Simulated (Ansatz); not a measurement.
**BH7OSi: taking an electron away**

Aim: the vertical ionisation energy of BH7OSi, as cation minus neutral at the neutral's geometry, on several levels, and how well −ε(HOMO) stands in for it.

Program: Ansatz 0.2.0, Gaussian basis. Level of theory: unrestricted cation, the program's frozen cores in correlated methods. These are calculated values, not measurements.

Levels to be run: UKS PBE-D4/def2-TZVPP; UKS r2SCAN-D4/def2-TZVPP; UKS PBE0-D4/def2-TZVPP; UKS B3LYP-D4/def2-TZVPP; UKS wB97X-V/def2-TZVPP; UKS wB97M-V/def2-TZVPP; UKS B2PLYP/def2-TZVPP; UHF-CCSD(T)/def2-TZVPP; UHF-MP2/def2-QZVPP; extrapolation to the limit; then −ε(HOMO) from the neutral's earlier runs with LDA (SPW92), PBE-D4, revPBE-D4, BLYP-D4, r2SCAN-D4, B97M-V, PBE0-D4, B3LYP-D4, r2SCANh-D4, r2SCAN0-D4, HSE06-D4, BHLYP-D4, CAM-B3LYP-D4, LC-ωPBE, ωB97X-V, ωB97M-V.

**1. The geometry**

The geometry comes from an earlier relaxation with PBE0-D4 in a triple-zeta def2 set; it is a stationary point, not always the lowest conformer.

10 atoms, charge 0, spin multiplicity 1.

Atoms are counted from 1 here; the program's logs count them from 0.

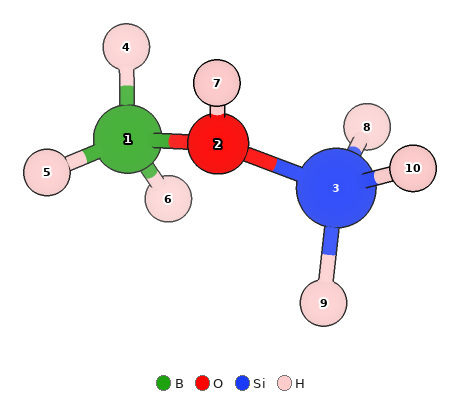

The geometry (boron green, oxygen red, silicon blue, hydrogen pink); atoms are numbered from 1 in the order of the file.

Geometry (Å):

```mol
BH7OSi
  3D, bonds by distance, orders not assigned

 10  9  0  0  0  0  0  0  0  0999 V2000
   -1.0521    0.6370   -0.7030 B   0  0
    0.5583    0.3144   -0.5087 O   0  0
    0.8101   -0.6034    0.8989 Si  0  0
   -1.4399   -0.1894   -1.4935 H   0  0
   -1.1102    1.7840   -1.0601 H   0  0
   -1.4472    0.4449    0.4329 H   0  0
    1.0085    0.0726   -1.3218 H   0  0
   -0.0766   -1.7835    0.9144 H   0  0
    0.6014    0.3008    2.0422 H   0  0
    2.2308   -1.0285    0.8016 H   0  0
  1  2  8  0
  2  3  8  0
  1  4  8  0
  1  5  8  0
  1  6  8  0
  2  7  8  0
  3  8  8  0
  3  9  8  0
  3 10  8  0
M  END
```

**2. Cation, UKS PBE-D4/def2-TZVPP**

in.yaml

```yaml
crystal:
  periodic: [false, false, false]
  atoms:
    - {symbol: B, position_ang: [-1.052076, 0.637004, -0.702980]}
    - {symbol: O, position_ang: [0.558349, 0.314431, -0.508694]}
    - {symbol: Si, position_ang: [0.810141, -0.603398, 0.898896]}
    - {symbol: H, position_ang: [-1.439894, -0.189409, -1.493539]}
    - {symbol: H, position_ang: [-1.110208, 1.783958, -1.060067]}
    - {symbol: H, position_ang: [-1.447197, 0.444886, 0.432858]}
    - {symbol: H, position_ang: [1.008469, 0.072564, -1.321834]}
    - {symbol: H, position_ang: [-0.076575, -1.783492, 0.914423]}
    - {symbol: H, position_ang: [0.601358, 0.300844, 2.042154]}
    - {symbol: H, position_ang: [2.230834, -1.028487, 0.801584]}
basis:
  gaussian: {orbitals: def2-TZVPP}
total_charge: 1
magnetization: {spin_polarized: true, initial_magnetization: 1}
hamiltonian: {xc: pbe, dispersion: d4}
```

On the command line:

```console
ansatz run in.yaml --threads 4 --pin off --events-out ev --progress --plain --max-ram 10444MiB
```

Output:

```text
Functional definition: PBE
  name "PBE"
  cite "Perdew, Burke & Ernzerhof, Phys. Rev. Lett. 77, 3865 (1996) doi:10.1103/PhysRevLett.77.3865"
  parent pbe
  parameter kappa = 0.804
  parameter beta = 0.06672455060314922
  exchange = pbe_x(kappa = kappa, mu = beta*pi^2/3)
  correlation = pbe_c(beta = beta)
1021 factors; their error is unknown
mean field evaluation 1: about -10679.3594 eV, gradient 6.7e1 eV
mean field evaluation 2: about -10500.0307 eV, gradient 1.8e2 eV
mean field evaluation 4: about -10695.8669 eV, gradient 1.8e1 eV
mean field evaluation 8: about -10696.9248 eV, gradient 1.1e1 eV
mean field evaluation 16: about -10698.4824 eV, gradient 1.8e-1 eV
mean field evaluation 32: about -10698.4595 eV, gradient 9.8e-6 eV
mean field evaluation 64: about -10698.4232 eV, gradient 7.7e-1 eV
mean field -10698.45952744 eV, -393.1611359570 hartree, gradient 4.0e-6 eV, S^2 0.752598; 7 other end points of the search recorded, 0 dependent functions left out
reference -10698.45957473 eV, -393.1611376950 hartree; 17, 16 occupied and 185, 186 virtual orbitals, 1021 factors
Total energy: -10698.58433101 eV, -393.1657224038 hartree
```

Wall time 5.5 s (4 threads of Arm Neoverse V1, shared host); peak memory 0.32 GiB.

Less the neutral's -10708.8120 eV (earlier run), this gives 10.228 eV. ⟨S²⟩ = 0.753.

**3. Cation, UKS r2SCAN-D4/def2-TZVPP**

Changes to in.yaml since step 2:

```diff
@@ -17,2 +17,2 @@
 magnetization: {spin_polarized: true, initial_magnetization: 1}
-hamiltonian: {xc: pbe, dispersion: d4}
+hamiltonian: {xc: r2scan, dispersion: d4}
```

Same command.

Output (excerpt; [...] marks lines left out):

```text
Functional definition: r2SCAN
  name "r2SCAN"
  cite "Furness, Kaplan, Ning, Perdew & Sun, J. Phys. Chem. Lett. 11, 8208 (2020) doi:10.1021/acs.jpclett.0c02405"
  cite "Furness, Kaplan, Ning, Perdew & Sun, J. Phys. Chem. Lett. 11, 9248 (2020) doi:10.1021/acs.jpclett.0c03077"
  parent r2scan
[...]
1021 factors; their error is unknown
[...]
mean field -10703.93838148 eV, -393.3624801295 hartree, gradient 8.4e-6 eV, S^2 0.756338; 7 other end points of the search recorded, 0 dependent functions left out
reference -10703.93839773 eV, -393.3624807266 hartree; 17, 16 occupied and 185, 186 virtual orbitals, 1021 factors
Total energy: -10703.96782402 eV, -393.3635621228 hartree
```

It took 12 s on 4 threads of Arm Neoverse V1, shared host; peak memory 0.54 GiB.

Less the neutral's -10714.3526 eV (earlier run), this gives 10.385 eV. ⟨S²⟩ = 0.756.

**4. Cation, UKS PBE0-D4/def2-TZVPP**

Changes to in.yaml since step 3:

```diff
@@ -17,2 +17,2 @@
 magnetization: {spin_polarized: true, initial_magnetization: 1}
-hamiltonian: {xc: r2scan, dispersion: d4}
+hamiltonian: {xc: pbe0, dispersion: d4}
```

Same command.

Output:

```text
Functional definition: PBE0
  name "PBE0"
  cite "Adamo & Barone, J. Chem. Phys. 110, 6158 (1999) doi:10.1063/1.478522"
  cite "Perdew, Burke & Ernzerhof, Phys. Rev. Lett. 77, 3865 (1996) doi:10.1103/PhysRevLett.77.3865"
  parent pbe
  parameter a = 0.25
  parameter kappa = 0.804
  parameter beta = 0.06672455060314922
  exchange = (1 - a)*pbe_x(kappa = kappa, mu = beta*pi^2/3) + a*exact_x
  correlation = pbe_c(beta = beta)
1024 factors; their error is unknown
mean field evaluation 1: about -10685.4381 eV, gradient 5.7e1 eV
mean field evaluation 2: about -10639.1315 eV, gradient 1.1e2 eV
mean field evaluation 4: about -10694.7105 eV, gradient 2.1e1 eV
mean field evaluation 8: about -10699.3187 eV, gradient 3.9e-1 eV
mean field evaluation 16: about -10699.3425 eV, gradient 2.8e-2 eV
mean field evaluation 32: about -10699.3427 eV, gradient 4.4e-6 eV
mean field -10699.34265557 eV, -393.1935903172 hartree, gradient 4.4e-6 eV, S^2 0.756179; 5 other end points of the search recorded, 0 dependent functions left out
reference -10699.34269047 eV, -393.1935916000 hartree; 17, 16 occupied and 185, 186 virtual orbitals, 1024 factors
Total energy: -10699.44658321 eV, -393.1974095875 hartree
```

Wall time 7 s (4 threads of Arm Neoverse V1, shared host); peak memory 0.49 GiB.

Less the neutral's -10710.0349 eV (earlier run), this gives 10.588 eV. ⟨S²⟩ = 0.756.

**5. Cation, UKS B3LYP-D4/def2-TZVPP**

Changes to in.yaml since step 4:

```diff
@@ -17,2 +17,2 @@
 magnetization: {spin_polarized: true, initial_magnetization: 1}
-hamiltonian: {xc: pbe0, dispersion: d4}
+hamiltonian: {xc: {name: B3LYP}, dispersion: d4}
```

Same command.

Output (excerpt; [...] marks lines left out):

```text
Functional definition: B3LYP
  name "B3LYP"
  cite "Stephens, Devlin, Chabalowski & Frisch, J. Phys. Chem. 98, 11623 (1994) doi:10.1021/j100096a001"
  cite "Becke, Phys. Rev. A 38, 3098 (1988) doi:10.1103/PhysRevA.38.3098"
  cite "Lee, Yang & Parr, Phys. Rev. B 37, 785 (1988) doi:10.1103/PhysRevB.37.785"
  cite "Vosko, Wilk & Nusair, Can. J. Phys. 58, 1200 (1980) doi:10.1139/p80-159"
[...]
1024 factors; their error is unknown
[...]
mean field -10707.12039897 eV, -393.4794171153 hartree, gradient 1.0e-5 eV, S^2 0.755166; 6 other end points of the search recorded, 0 dependent functions left out
reference -10707.12067305 eV, -393.4794271875 hartree; 17, 16 occupied and 185, 186 virtual orbitals, 1024 factors
Total energy: -10707.32255781 eV, -393.4868463157 hartree
```

Wall time 7 s (4 threads of Arm Neoverse V1, shared host); peak memory 0.52 GiB.

Less the neutral's -10717.9764 eV (earlier run), this gives 10.654 eV. ⟨S²⟩ = 0.755.

**6. Cation, UKS wB97X-V/def2-TZVPP**

Changes to in.yaml since step 5:

```diff
@@ -17,2 +17,2 @@
 magnetization: {spin_polarized: true, initial_magnetization: 1}
-hamiltonian: {xc: {name: B3LYP}, dispersion: d4}
+hamiltonian: {xc: {name: wB97X-V}}
```

The command is unchanged.

Output (excerpt; [...] marks lines left out):

```text
Functional definition: wB97X-V
  name "wB97X-V"
  cite "Mardirossian & Head-Gordon, Phys. Chem. Chem. Phys. 16, 9904 (2014) doi:10.1039/C3CP54374A"
  cite "Becke, J. Chem. Phys. 107, 8554 (1997) doi:10.1063/1.475007"
  cite "Vydrov & Van Voorhis, J. Chem. Phys. 133, 244103 (2010) doi:10.1063/1.3521275"
[...]
      + integral(e_c_pw_opposite_spin*poly(b97_u_opposite, cos0, cos1)) + vv10(b, c)
1024 factors; their error is unknown
272 factors; integrals over basis functions are off by at most 1.7e-5 eV
[...]
mean field -10703.83365962 eV, -393.3586316721 hartree, gradient 1.5e-5 eV, S^2 0.756529; 2 other end points of the search recorded, 0 dependent functions left out
reference -10703.83365752 eV, -393.3586315949 hartree; 17, 16 occupied and 185, 186 virtual orbitals, 1024 factors
Total energy: -10703.83365752 eV, -393.3586315949 hartree
```

It took 20 s on 4 threads of Arm Neoverse V1, shared host; peak memory 0.84 GiB.

The neutral molecule at this level: -10714.6356 eV. Difference: 10.802 eV. ⟨S²⟩ = 0.757.

**7. Cation, UKS wB97M-V/def2-TZVPP**

Changes to in.yaml since step 6:

```diff
@@ -17,2 +17,2 @@
 magnetization: {spin_polarized: true, initial_magnetization: 1}
-hamiltonian: {xc: {name: wB97X-V}}
+hamiltonian: {xc: {name: wB97M-V}}
```

The command is unchanged.

Output (excerpt; [...] marks lines left out):

```text
Functional definition: wB97M-V
  name "wB97M-V"
  cite "Mardirossian & Head-Gordon, J. Chem. Phys. 144, 214110 (2016) doi:10.1063/1.4952647"
  cite "Becke, J. Chem. Phys. 107, 8554 (1997) doi:10.1063/1.475007"
  cite "Vydrov & Van Voorhis, J. Chem. Phys. 133, 244103 (2010) doi:10.1063/1.3521275"
  # Of w^i u^j: cxij and so on, Table III.
[...]
  gx(w, u) = 1 - cx + cx01*u + cx10*w
  gss(w, u) = css00 + css04*u^4 + css10*w + css20*w^2 + css43*w^4*u^3
  gos(w, u) = cos00 + cos10*w + (cos20 + cos21*u)*w^2 + (cos60 + cos61*u)*w^6
[...]
      + integral(e_c_pw_mod_opposite_spin*gos(b97_w_opposite, b97_u_opposite)) + vv10(b, c)
1024 factors; their error is unknown
272 factors; integrals over basis functions are off by at most 1.7e-5 eV
[...]
mean field -10703.72847564 eV, -393.3547662320 hartree, gradient 1.3e-5 eV, S^2 0.754233; 4 other end points of the search recorded, 0 dependent functions left out
reference -10703.72852978 eV, -393.3547682217 hartree; 17, 16 occupied and 185, 186 virtual orbitals, 1024 factors
Total energy: -10703.72852978 eV, -393.3547682217 hartree
```

Wall time 23 s (4 threads of Arm Neoverse V1, shared host); peak memory 0.89 GiB.

The neutral molecule at this level: -10714.5351 eV. Difference: 10.807 eV. ⟨S²⟩ = 0.754.

**8. Cation, UKS B2PLYP (frozen core)/def2-TZVPP**

Changes to in.yaml since step 7:

```diff
@@ -17,2 +17,2 @@
 magnetization: {spin_polarized: true, initial_magnetization: 1}
-hamiltonian: {xc: {name: wB97M-V}}
+hamiltonian: {xc: {name: B2PLYP}}
```

Same command.

Output (excerpt; [...] marks lines left out):

```text
Functional definition: B2PLYP
  name "B2PLYP"
  cite "Grimme, J. Chem. Phys. 124, 034108 (2006) doi:10.1063/1.2148954"
  cite "Becke, Phys. Rev. A 38, 3098 (1988) doi:10.1103/PhysRevA.38.3098"
  cite "Lee, Yang & Parr, Phys. Rev. B 37, 785 (1988) doi:10.1103/PhysRevB.37.785"
[...]
1158 factors; integrals over basis functions are off by at most 1.2e-3 eV
[...]
mean field -10696.11439914 eV, -393.0749540817 hartree, gradient 2.0e-6 eV, S^2 0.763000; 4 other end points of the search recorded, 0 dependent functions left out
7 core orbitals not correlated: weight in the atoms' cores, before any rotation towards them, 1.000 or more for the frozen orbitals, at most 0.000 for the correlated occupied ones
reference -10696.11457011 eV, -393.0749603646 hartree; 10, 9 occupied and 185, 186 virtual orbitals, 1158 factors
second order -16.05070311 eV of doubles, -0.00000000 eV of singles
Total energy: -10700.44825995 eV, -393.2342205288 hartree
```

It took 12 s on 4 threads of Arm Neoverse V1, shared host; peak memory 0.63 GiB.

Less the neutral's -10711.1791 eV (earlier run), this gives 10.731 eV. ⟨S²⟩ = 0.763.

**9. Cation, UHF-CCSD(T)/def2-TZVPP**

Changes to in.yaml since step 8:

```diff
@@ -17,2 +17,3 @@
 magnetization: {spin_polarized: true, initial_magnetization: 1}
-hamiltonian: {xc: {name: B2PLYP}}
+correlation: {method: ccsd_t}
+scf: {omitted_lower_state_checks: [cluster_reference]}
```

Launched as before.

Output (excerpt; [...] marks lines left out):

```text
Functional definition: HF
  name "HF"
  cite "Fock, Z. Phys. 61, 126 (1930) doi:10.1007/BF01340294"
  parent pbe
[...]
1158 factors; integrals over basis functions are off by at most 1.2e-3 eV
[...]
mean field -10673.43013995 eV, -392.2413229325 hartree, gradient 1.3e-6 eV, S^2 0.769098; 7 other end points of the search recorded, 0 dependent functions left out
7 core orbitals not correlated: weight in the atoms' cores, before any rotation towards them, 1.000 or more for the frozen orbitals, at most 0.000 for the correlated occupied ones
reference -10673.43013995 eV, -392.2413229325 hartree; 10, 9 occupied and 185, 186 virtual orbitals, 1158 factors
second order -13.05420627 eV of doubles, -0.00000000 eV of singles
cycle   1  -13.70307759 eV  change   -6.5e-1 eV  update   9.4e-2
[...]
cycle  19  -14.28179593 eV  change   -1.7e-5 eV  update   1.8e-5
perturbative correction -0.47852736 eV, -0.0175855562 hartree
Total energy: -10688.19046324 eV, -392.7837548085 hartree
Checks for a lower state left out: cluster_reference
```

It took 2.3 min on 4 threads of Arm Neoverse V1, shared host; peak memory 6.3 GiB.

Less the neutral's -10699.1115 eV (earlier run), this gives 10.921 eV. ⟨S²⟩ = 0.769. T1 = 0.034 (report).

**10. Cation, UHF-MP2/def2-QZVPP**

Changes to in.yaml since step 9:

```diff
@@ -14,6 +14,6 @@
 basis:
-  gaussian: {orbitals: def2-TZVPP}
+  gaussian: {orbitals: "def2-QZVPP.json"}
 total_charge: 1
 magnetization: {spin_polarized: true, initial_magnetization: 1}
-correlation: {method: ccsd_t}
+correlation: {method: mp2}
 scf: {omitted_lower_state_checks: [cluster_reference]}
```

Launched as before.

Output (excerpt; [...] marks lines left out):

```text
Functional definition: HF
  name "HF"
  cite "Fock, Z. Phys. 61, 126 (1930) doi:10.1007/BF01340294"
  parent pbe
[...]
2319 factors; integrals over basis functions are off by at most 9.3e-4 eV
[...]
mean field -10673.83573168 eV, -392.2562281535 hartree, gradient 4.2e-6 eV, S^2 0.769082; 7 other end points of the search recorded, 0 dependent functions left out
7 core orbitals not correlated: weight in the atoms' cores, before any rotation towards them, 1.000 or more for the frozen orbitals, at most 0.000 for the correlated occupied ones
reference -10673.83573168 eV, -392.2562281535 hartree; 10, 9 occupied and 377, 378 virtual orbitals, 2319 factors
second order -13.99784249 eV of doubles, -0.00000000 eV of singles
Total energy: -10687.83357416 eV, -392.7706393767 hartree
Checks for a lower state left out: cluster_reference
```

Wall time 2.2 min (4 threads of Arm Neoverse V1, shared host); peak memory 2 GiB.

The neutral molecule at this level: -10698.8631 eV. Difference: 11.029 eV. ⟨S²⟩ = 0.769.

**11. Extrapolating to the complete basis**

No new run: Hartree-Fock is extrapolated as exp(−7.88√X) and correlation as X^−2.97, with X = 3 and 4; only MP2 was run in the larger set, so CCSD(T) minus MP2 is added from the smaller one.

| level | energy at the limit (eV) |
| --- | --- |
| HF | -10673.8916 |
| MP2 | -10688.5884 |
| CCSD | -10689.8160 |
| CCSD(T) | -10690.2945 |

The neutral's limit, from its own earlier runs, is -10701.2980 eV in the additive form (MP2 limit plus CCSD(T) minus MP2 in triple zeta), in which the cation has -10690.2945 eV.

**12. The ladder**

Differences are taken before rounding.

| method | ionisation energy (eV) | from CCSD(T)/CBS (eV) | time |
| --- | --- | --- | --- |
| PBE-D4 | 10.23 | -0.78 | 6.9 s |
| r2SCAN-D4 | 10.38 | -0.62 | 15 s |
| PBE0-D4 | 10.59 | -0.42 | 8.6 s |
| B3LYP-D4 | 10.65 | -0.35 | 8.9 s |
| ωB97X-V | 10.80 | -0.20 | 24 s |
| ωB97M-V | 10.81 | -0.20 | 29 s |
| B2PLYP | 10.73 | -0.27 | 14 s |
| HF/def2-TZVPP | 10.20 | -0.81 |  |
| MP2/def2-TZVPP | 10.98 | -0.02 |  |
| CCSD/def2-TZVPP | 10.94 | -0.07 |  |
| CCSD(T)/def2-TZVPP | 10.92 | -0.08 | 2.7 min |
| CCSD(T)/CBS | 11.00 | 0 | 5.1 min |

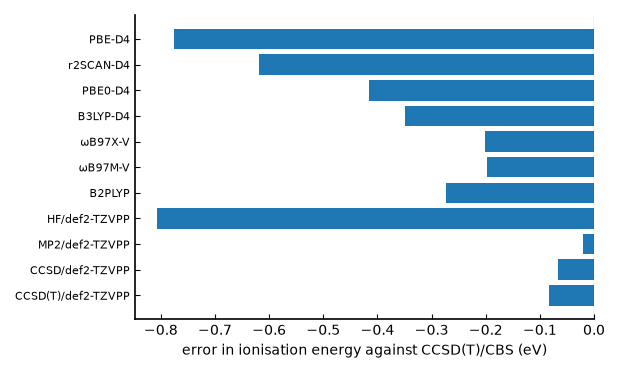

Deviations from CCSD(T)/CBS, method by method.

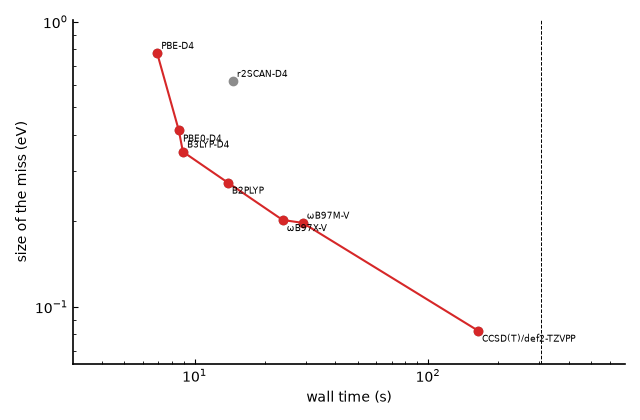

Accuracy for the time spent; red marks the levels that beat every quicker one drawn (of those quicker than the yardstick), and the dashed line is the time of CCSD(T)/CBS. Times are from a shared host.

Times add the cation's run and the neutral's; HF, MP2 and CCSD come out of the CCSD(T) runs.

For comparison, −ε(HOMO) of the neutral from earlier runs:

| functional | −ε(HOMO) (eV) | by energy difference (eV) |
| --- | --- | --- |
| LDA (SPW92) | 6.72 |  |
| PBE-D4 | 6.69 | 10.23 |
| revPBE-D4 | 6.66 |  |
| BLYP-D4 | 6.62 |  |
| r2SCAN-D4 | 7.01 | 10.38 |
| B97M-V | 7.13 |  |
| PBE0-D4 | 8.09 | 10.59 |
| B3LYP-D4 | 7.90 | 10.65 |
| r2SCANh-D4 | 7.53 |  |
| r2SCAN0-D4 | 8.30 |  |
| HSE06-D4 | 7.68 |  |
| BHLYP-D4 | 9.46 |  |
| CAM-B3LYP-D4 | 9.57 |  |
| LC-ωPBE | 10.97 |  |
| ωB97X-V | 10.62 | 10.80 |
| ωB97M-V | 10.46 | 10.81 |

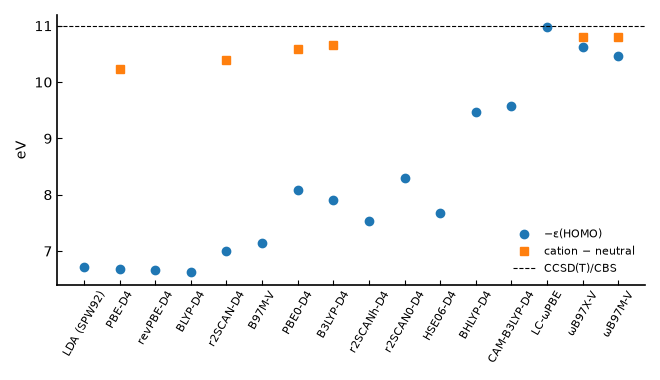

Orbital estimates and energy differences by functional.

**13. Outcome**

| quantity | value |
| --- | --- |
| ionisation energy, CCSD(T)/CBS | 11.00 eV |
| nearest functional by difference | ωB97M-V (-0.20 eV) |
| nearest −ε(HOMO) | LC-ωPBE (-0.03 eV) |
| −ε(HOMO) of PBE | 6.69 eV |
| T1 of the cation | 0.034 |

**Reading.** Energy differences with functionals land within 0.78 eV of the reference. The PBE orbital energy is 4.3 eV too small: a semilocal HOMO is no ionisation energy. Among orbital estimates LC-ωPBE comes nearest. Hartree-Fock falls 0.81 eV short, as the neutral has more correlation energy than the cation. The cation's T1 (from the report) is 0.034, near the customary mark of 0.045 for open shells, so the coupled-cluster value is less safe. The cation may have settled in a state other than its lowest; no search over hole states beyond the program's own was made.

CCSD(T)/def2-TZVPP reaches 0.08 eV from the reference in 2.7 min, where CCSD(T)/CBS took 5.1 min; the quickest level in the cost chart, PBE-D4, takes 6.9 s and misses by 0.78 eV.
